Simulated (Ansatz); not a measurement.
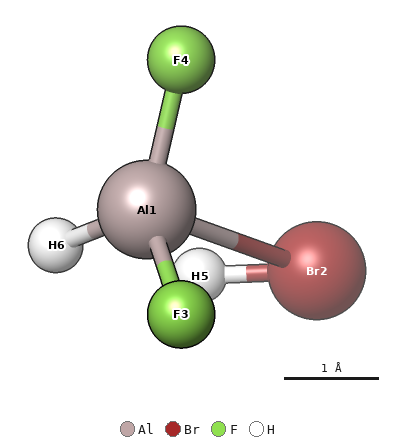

*The input geometry (ball-and-stick view, seen at an oblique angle; atoms are numbered from 1 in the order of the input). Sticks mark near contacts.*

Bond lengths as drawn: Al–Br 2.72 Å, Al–F 1.66 Å, Al–H 1.53 Å and Br–H 1.27 Å.

# Geometry relaxation, with input and output: AlH2BrF2

The run: geometry relaxation of AlH2BrF2. Method and program: RKS PBE0-D4/def2-TZVP (Ansatz 0.2.0).

The geometry is a transition state displaced along its imaginary mode. The reaction was set up to form Al1–H6 and Br2–H5 and to break Al1–Br2 and H5–H6 (atoms counted from 1 in the order of the input); sticks are drawn by distance alone. Figures and captions count atoms from 1; the log counts them from 0 in places.

### Log
```
Functional definition: PBE0
  name "PBE0"
  cite "Adamo & Barone, J. Chem. Phys. 110, 6158 (1999) doi:10.1063/1.478522"
  cite "Perdew, Burke & Ernzerhof, Phys. Rev. Lett. 77, 3865 (1996) doi:10.1103/PhysRevLett.77.3865"
  parent pbe
  parameter a = 0.25
  parameter kappa = 0.804
  parameter beta = 0.06672455060314922
  exchange = (1 - a)*pbe_x(kappa = kappa, mu = beta*pi^2/3) + a*exact_x
  correlation = pbe_c(beta = beta)
1092 factors; their error is unknown
mean field evaluation 1: about -82094.9130 eV, gradient 5.3e1 eV
mean field evaluation 2: about -82087.4616 eV, gradient 9.1e1 eV
mean field evaluation 4: about -82098.8934 eV, gradient 1.7e0 eV
mean field evaluation 8: about -82098.9021 eV, gradient 6.1e-2 eV
mean field evaluation 16: about -82099.3704 eV, gradient 1.7e-4 eV
mean field -82099.37039599 eV, -3017.0962131007 hartree, gradient 2.8e-5 eV, S^2 0.000000; 0 other end points of the search recorded, 0 dependent functions left out
the calculation of the forces begins
reference -82099.37042576 eV, -3017.0962141948 hartree; 34, 34 occupied and 125, 125 virtual orbitals, 1092 factors
relax step   1: F+E_penalty+E_count = -82099.46487065 eV  Δ(F+E_penalty+E_count) = +0.000e0 eV  max|allowed force component| = 5.130e0 eV/Å  Δτ_max = 0.0000 Å  (27 SCF iters, accepted)
these checks for a lower state are left out or cut short: starts, cluster_reference, orbital_swaps, neighbouring_geometries, increment
1092 factors; their error is unknown
mean field -82099.94330536 eV, -3017.1172671317 hartree, gradient 1.4e-5 eV, S^2 0.000000; 0 other end points of the search recorded, 0 dependent functions left out
the calculation of the forces begins
reference -82099.94333559 eV, -3017.1172682426 hartree; 34, 34 occupied and 125, 125 virtual orbitals, 1092 factors
relax step   2: F+E_penalty+E_count = -82100.03643292 eV  Δ(F+E_penalty+E_count) = -5.716e-1 eV  max|allowed force component| = 9.652e-1 eV/Å  Δτ_max = 0.1961 Å  (29 SCF iters, accepted)
these checks for a lower state are left out or cut short: starts, cluster_reference, orbital_swaps, neighbouring_geometries, increment
1092 factors; their error is unknown
mean field evaluation 32: about -82100.0086 eV, gradient 1.0e-5 eV
mean field -82100.00859460 eV, -3017.1196664671 hartree, gradient 1.0e-5 eV, S^2 0.000000; 0 other end points of the search recorded, 0 dependent functions left out
the calculation of the forces begins
reference -82100.00862496 eV, -3017.1196675827 hartree; 34, 34 occupied and 125, 125 virtual orbitals, 1092 factors
relax step   3: F+E_penalty+E_count = -82100.10159368 eV  Δ(F+E_penalty+E_count) = -6.516e-2 eV  max|allowed force component| = 6.577e-1 eV/Å  Δτ_max = 0.1939 Å  (29 SCF iters, accepted)
these checks for a lower state are left out or cut short: starts, cluster_reference, orbital_swaps, neighbouring_geometries, increment
1092 factors; their error is unknown
mean field -82100.05120488 eV, -3017.1212323660 hartree, gradient 1.7e-5 eV, S^2 0.000000; 0 other end points of the search recorded, 0 dependent functions left out
the calculation of the forces begins
reference -82100.05123538 eV, -3017.1212334866 hartree; 34, 34 occupied and 125, 125 virtual orbitals, 1092 factors
relax step   4: F+E_penalty+E_count = -82100.14250707 eV  Δ(F+E_penalty+E_count) = -4.091e-2 eV  max|allowed force component| = 4.453e-1 eV/Å  Δτ_max = 0.1944 Å  (29 SCF iters, accepted)
these checks for a lower state are left out or cut short: starts, cluster_reference, orbital_swaps, neighbouring_geometries, increment
1092 factors; their error is unknown
mean field -82100.07019886 eV, -3017.1219303817 hartree, gradient 9.9e-6 eV, S^2 0.000000; 0 other end points of the search recorded, 0 dependent functions left out
the calculation of the forces begins
reference -82100.07022923 eV, -3017.1219314979 hartree; 34, 34 occupied and 125, 125 virtual orbitals, 1092 factors
relax step   5: F+E_penalty+E_count = -82100.16196057 eV  Δ(F+E_penalty+E_count) = -1.945e-2 eV  max|allowed force component| = 6.783e-1 eV/Å  Δτ_max = 0.1965 Å  (36 SCF iters, accepted)
these checks for a lower state are left out or cut short: starts, cluster_reference, orbital_swaps, neighbouring_geometries, increment
1092 factors; their error is unknown
mean field -82100.08263681 eV, -3017.1223874681 hartree, gradient 2.1e-5 eV, S^2 0.000000; 0 other end points of the search recorded, 0 dependent functions left out
the calculation of the forces begins
reference -82100.08266717 eV, -3017.1223885838 hartree; 34, 34 occupied and 125, 125 virtual orbitals, 1092 factors
relax step   6: F+E_penalty+E_count = -82100.17431039 eV  Δ(F+E_penalty+E_count) = -1.235e-2 eV  max|allowed force component| = 2.454e-1 eV/Å  Δτ_max = 0.1196 Å  (29 SCF iters, accepted)
these checks for a lower state are left out or cut short: starts, cluster_reference, orbital_swaps, neighbouring_geometries, increment
1092 factors; their error is unknown
mean field -82100.08358285 eV, -3017.1224222345 hartree, gradient 1.3e-5 eV, S^2 0.000000; 0 other end points of the search recorded, 0 dependent functions left out
the calculation of the forces begins
reference -82100.08361320 eV, -3017.1224233495 hartree; 34, 34 occupied and 125, 125 virtual orbitals, 1092 factors
relax step   7: F+E_penalty+E_count = -82100.17524842 eV  Δ(F+E_penalty+E_count) = -9.380e-4 eV  max|allowed force component| = 1.251e-1 eV/Å  Δτ_max = 0.1078 Å  (29 SCF iters, accepted)
these checks for a lower state are left out or cut short: starts, cluster_reference, orbital_swaps, neighbouring_geometries, increment
1092 factors; their error is unknown
mean field evaluation 64: about -82100.0919 eV, gradient 4.0e-1 eV
mean field -82100.09200757 eV, -3017.1227318371 hartree, gradient 9.0e-6 eV, S^2 0.000000; 0 other end points of the search recorded, 0 dependent functions left out
the calculation of the forces begins
reference -82100.09203788 eV, -3017.1227329509 hartree; 34, 34 occupied and 125, 125 virtual orbitals, 1092 factors
relax step   8: F+E_penalty+E_count = -82100.18403108 eV  Δ(F+E_penalty+E_count) = -8.783e-3 eV  max|allowed force component| = 8.632e-2 eV/Å  Δτ_max = 0.0564 Å  (30 SCF iters, accepted)
these checks for a lower state are left out or cut short: starts, cluster_reference, orbital_swaps, neighbouring_geometries, increment
1092 factors; their error is unknown
mean field -82100.09233541 eV, -3017.1227438850 hartree, gradient 9.0e-6 eV, S^2 0.000000; 0 other end points of the search recorded, 0 dependent functions left out
the calculation of the forces begins
reference -82100.09236572 eV, -3017.1227449990 hartree; 34, 34 occupied and 125, 125 virtual orbitals, 1092 factors
relax step   9: F+E_penalty+E_count = -82100.18426137 eV  Δ(F+E_penalty+E_count) = -2.303e-4 eV  max|allowed force component| = 7.425e-2 eV/Å  Δτ_max = 0.0082 Å  (31 SCF iters, accepted)
these checks for a lower state are left out or cut short: starts, cluster_reference, orbital_swaps, neighbouring_geometries, increment
1092 factors; their error is unknown
mean field -82100.09257571 eV, -3017.1227527157 hartree, gradient 9.0e-6 eV, S^2 0.000000; 0 other end points of the search recorded, 0 dependent functions left out
the calculation of the forces begins
reference -82100.09260604 eV, -3017.1227538306 hartree; 34, 34 occupied and 125, 125 virtual orbitals, 1092 factors
relax step  10: F+E_penalty+E_count = -82100.18426511 eV  Δ(F+E_penalty+E_count) = -3.740e-6 eV  max|allowed force component| = 5.118e-2 eV/Å  Δτ_max = 0.0129 Å  (31 SCF iters, accepted)
these checks for a lower state are left out or cut short: starts, cluster_reference, orbital_swaps, neighbouring_geometries, increment
1092 factors; their error is unknown
mean field -82100.09272943 eV, -3017.1227583648 hartree, gradient 9.0e-6 eV, S^2 0.000000; 0 other end points of the search recorded, 0 dependent functions left out
the calculation of the forces begins
reference -82100.09275976 eV, -3017.1227594795 hartree; 34, 34 occupied and 125, 125 virtual orbitals, 1092 factors
relax step  11: F+E_penalty+E_count = -82100.18448453 eV  Δ(F+E_penalty+E_count) = -2.194e-4 eV  max|allowed force component| = 3.149e-3 eV/Å  Δτ_max = 0.0045 Å  (31 SCF iters, accepted)
1092 factors; their error is unknown
mean field evaluation 96: about -82100.0927 eV, gradient 9.0e-6 eV
```

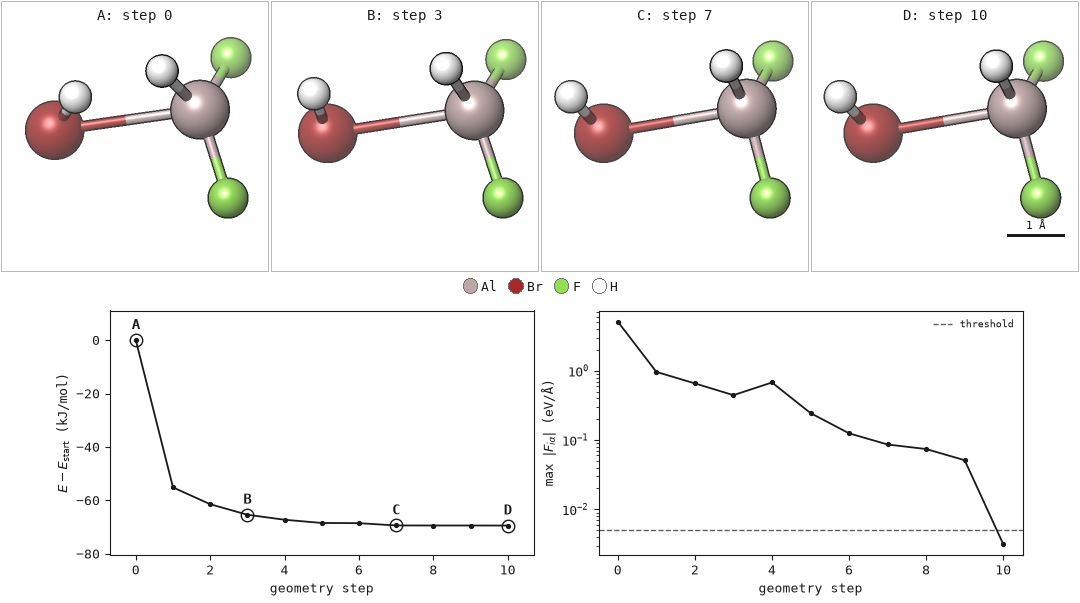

*Frames of the relaxation (ball-and-stick view, seen at a tilt) above the curves, on which the letters mark them (the first geometry is step 0 here and step 1 in the log).*

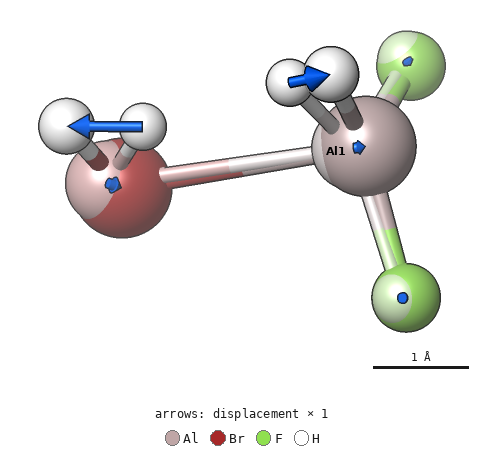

*Start (faint) and end (solid) with the displacements as blue arrows, at true length (ball-and-stick view, seen at a tilt). The two geometries are laid on each other by the best rigid fit.*

The atom that moves furthest after the best rigid fit is H5 (0.80 Å). Largest moves by element: H 0.80 Å, Br 0.18 Å, Al 0.13 Å, F 0.08 Å. Among the contacts that change: Br2–H5 1.267 → 1.425 Å, Al1–H6 1.532 → 1.568 Å, Al1–Br2 2.723 → 2.745 Å, Al1–F3 1.663 → 1.649 Å. Among the angles that change: Al1–Br2–H5 55.4° → 93.5°, Br2–Al1–H6 81.5° → 97.1°, Br2–Al1–F3 100.6° → 95.4°. After 10 geometry steps the energy has fallen by 69.4 kJ/mol. Largest force component: 5.1 eV/Å at the start, 0.0031 eV/Å at the end. (Atoms are counted from 1 in the order of the input.)

```
mean field -82100.09272943 eV, -3017.1227583648 hartree, gradient 9.0e-6 eV, S^2 0.000000; 1 other end points of the search recorded, 0 dependent functions left out
the calculation of the forces begins
reference -82100.09275976 eV, -3017.1227594795 hartree; 34, 34 occupied and 125, 125 virtual orbitals, 1092 factors
Total energy: -82100.18451486 eV, -3017.1261314173 hartree
Atom 0 at    -0.843442    -0.191906     0.106413 Å, force     0.000330    -0.002237     0.000725 eV/Å
Atom 1 at     1.898682    -0.222229    -0.023063 Å, force    -0.000237     0.001446    -0.000472 eV/Å
Atom 2 at    -1.063074    -1.440815    -0.948426 Å, force     0.000115     0.001620     0.002723 eV/Å
Atom 3 at    -0.927744    -0.560099     1.712035 Å, force    -0.000184    -0.000321    -0.003149 eV/Å
Atom 4 at     1.979559     1.127358    -0.473775 Å, force    -0.000906    -0.001223     0.000456 eV/Å
Atom 5 at    -1.043982     1.287692    -0.373184 Å, force     0.000881     0.000716    -0.000283 eV/Å
Dipole moment:     0.649539     0.442973    -0.179664 e Å
```

### Trajectory as extended XYZ (Å, eV, eV/Å), 11 frames, from step=1 to step=11
```
6
Properties=species:S:1:pos:R:3:forces:R:3 step=1 energy=-82099.46487
Al   -0.7140   -0.1824    0.0967   -0.4187  -1.1489   0.4024
Br    2.0025   -0.1000   -0.0687    3.9490  -5.0039   1.4554
F    -1.0511   -1.3758   -1.0106    0.0611   0.3570   0.4038
F    -0.9120   -0.4713    1.7219    0.0131   0.0445  -0.5412
H     1.2344    0.8675   -0.3499   -3.3612   5.1299  -1.5270
H    -0.5597    1.2620   -0.3893   -0.2432   0.6214  -0.1934
6
Properties=species:S:1:pos:R:3:forces:R:3 step=2 energy=-82100.03643
Al   -0.7457   -0.2017    0.1047   -0.0688  -0.3977   0.1357
Br    2.0293   -0.1841   -0.0423    0.3807  -0.8902   0.2752
F    -1.0694   -1.3942   -0.9958    0.0283   0.1838   0.2536
F    -0.9310   -0.4943    1.7227   -0.0006  -0.0042  -0.3149
H     1.3747    0.9952   -0.3993   -0.2115   0.9652  -0.3087
H    -0.6578    1.2790   -0.3900   -0.1282   0.1431  -0.0409
6
Properties=species:S:1:pos:R:3:forces:R:3 step=3 energy=-82100.10159
Al   -0.7718   -0.2171    0.1111    0.0989   0.0483  -0.0208
Br    1.9768   -0.2283   -0.0250   -0.2637   0.6577  -0.2043
F    -1.0780   -1.4132   -0.9816   -0.0303   0.0184   0.1144
F    -0.9404   -0.5178    1.7234   -0.0412  -0.0524  -0.0998
H     1.5328    1.0992   -0.4417    0.3920  -0.6399   0.1918
H    -0.7194    1.2772   -0.3862   -0.1558  -0.0322   0.0186
6
Properties=species:S:1:pos:R:3:forces:R:3 step=4 energy=-82100.14251
Al   -0.7779   -0.2333    0.1168   -0.1497   0.2613  -0.0787
Br    1.9917   -0.2132   -0.0308   -0.2274   0.4325  -0.1316
F    -1.1199   -1.4246   -0.9687    0.0920  -0.0668   0.0720
F    -0.9829   -0.5333    1.7237    0.0870  -0.0993  -0.0263
H     1.7215    1.1400   -0.4649    0.1907  -0.4452   0.1377
H    -0.8325    1.2643   -0.3762    0.0073  -0.0825   0.0269
6
Properties=species:S:1:pos:R:3:forces:R:3 step=5 energy=-82100.16196
Al   -0.8712   -0.1960    0.1092    0.2644  -0.0828   0.0140
Br    1.9139   -0.2405   -0.0178   -0.0494   0.6783  -0.2220
F    -1.0533   -1.4460   -0.9616   -0.0733   0.1690   0.1719
F    -0.9167   -0.5567    1.7248   -0.0937   0.0356  -0.2311
H     1.9177    1.1396   -0.4747    0.0360  -0.6540   0.2146
H    -0.9903    1.2996   -0.3798   -0.0840  -0.1460   0.0526
6
Properties=species:S:1:pos:R:3:forces:R:3 step=6 energy=-82100.17431
Al   -0.8639   -0.1833    0.1046    0.0857   0.0590  -0.0240
Br    1.8846   -0.2057   -0.0278    0.0597   0.1607  -0.0562
F    -1.0740   -1.4577   -0.9103   -0.0344  -0.0899  -0.2364
F    -0.9416   -0.5961    1.6927   -0.0100   0.0696   0.2454
H     2.0369    1.1447   -0.4825   -0.0574  -0.1900   0.0658
H    -1.0420    1.2982   -0.3767   -0.0436  -0.0095   0.0054
6
Properties=species:S:1:pos:R:3:forces:R:3 step=7 energy=-82100.17525
Al   -0.8370   -0.1726    0.0997   -0.0214  -0.0710   0.0247
Br    1.9322   -0.2550   -0.0139   -0.1251   0.0911  -0.0238
F    -1.0357   -1.4275   -0.9528   -0.0100   0.0264  -0.0089
F    -0.9005   -0.5476    1.7051   -0.0100   0.0269  -0.0078
H     1.9418    1.0982   -0.4622    0.0729  -0.0023  -0.0029
H    -1.1007    1.3045   -0.3758    0.0936  -0.0710   0.0187
6
Properties=species:S:1:pos:R:3:forces:R:3 step=8 energy=-82100.18403
Al   -0.8393   -0.1918    0.1062   -0.0016   0.0863  -0.0285
Br    1.8903   -0.2276   -0.0208    0.0220  -0.0026  -0.0003
F    -1.0542   -1.4374   -0.9520   -0.0171  -0.0309  -0.0087
F    -0.9187   -0.5555    1.7120   -0.0153  -0.0191   0.0269
H     1.9679    1.1217   -0.4713    0.0059   0.0114  -0.0041
H    -1.0461    1.2907   -0.3741    0.0060  -0.0452   0.0147
6
Properties=species:S:1:pos:R:3:forces:R:3 step=9 energy=-82100.18426
Al   -0.8404   -0.1897    0.1055    0.0048  -0.0743   0.0243
Br    1.8951   -0.2246   -0.0221    0.0085  -0.0009  -0.0001
F    -1.0598   -1.4389   -0.9497   -0.0046   0.0072   0.0079
F    -0.9244   -0.5579    1.7116   -0.0056   0.0012  -0.0102
H     1.9692    1.1252   -0.4725    0.0059   0.0065  -0.0024
H    -1.0396    1.2859   -0.3728   -0.0090   0.0602  -0.0195
6
Properties=species:S:1:pos:R:3:forces:R:3 step=10 energy=-82100.18427
Al   -0.8393   -0.1935    0.1067   -0.0376   0.0021   0.0012
Br    1.9002   -0.2221   -0.0232    0.0014   0.0476  -0.0158
F    -1.0665   -1.4408   -0.9495    0.0161   0.0108   0.0185
F    -0.9310   -0.5593    1.7132    0.0140  -0.0028  -0.0227
H     1.9812    1.1295   -0.4746   -0.0066  -0.0512   0.0173
H    -1.0447    1.2863   -0.3727    0.0129  -0.0065   0.0015
6
Properties=species:S:1:pos:R:3:forces:R:3 step=11 energy=-82100.18449
Al   -0.8434   -0.1919    0.1064    0.0003  -0.0022   0.0007
Br    1.8987   -0.2222   -0.0231   -0.0002   0.0014  -0.0005
F    -1.0631   -1.4408   -0.9484    0.0001   0.0016   0.0027
F    -0.9277   -0.5601    1.7120   -0.0002  -0.0003  -0.0031
H     1.9796    1.1274   -0.4738   -0.0009  -0.0012   0.0005
H    -1.0440    1.2877   -0.3732    0.0009   0.0007  -0.0003
```

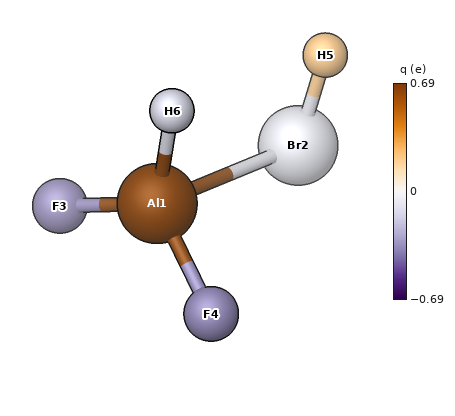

*Mulliken charges, as the colour of each atom (ball-and-stick view, seen at a tilt; atoms are numbered from 1 in the order of the input).*

By element: Al +0.66, Br −0.08, F −0.36 and H −0.11 to +0.24 e.

This output came from the following input.

### Input
```yaml
crystal:
  periodic: [false, false, false]
  atoms:
    - {symbol: Al, position_ang: [-0.713988, -0.182435, 0.096667]}
    - {symbol: Br, position_ang: [2.002474, -0.099960, -0.068730]}
    - {symbol: F, position_ang: [-1.051142, -1.375819, -1.010621]}
    - {symbol: F, position_ang: [-0.912022, -0.471281, 1.721900]}
    - {symbol: H, position_ang: [1.234365, 0.867451, -0.349881]}
    - {symbol: H, position_ang: [-0.559688, 1.262045, -0.389335]}
basis:
  gaussian: {orbitals: def2-TZVP}
hamiltonian: {xc: pbe0, dispersion: d4}
relax: {f_tol: 0.005, max_steps: 200}
```

Run as:
```bash
ansatz run in.yaml --threads 4 --pin off --events-out ev --progress --plain --max-ram 9574MiB
```

### Results in brief

```csv
quantity,value
outcome,converged
total energy,−82100.1845 eV
mean-field energy,−82100.0928 eV
dispersion energy,−0.0918 eV
SCF solution under orbital rotations,stable
largest force (length of the vector) at the end,0.003 eV/Å
dipole moment,3.87 D
hardware,"4 threads of Arm Neoverse V1, 23 GiB of memory available, shared host"
wall time,24 s (CPU time 87 s)
peak memory,0.39 GiB
```
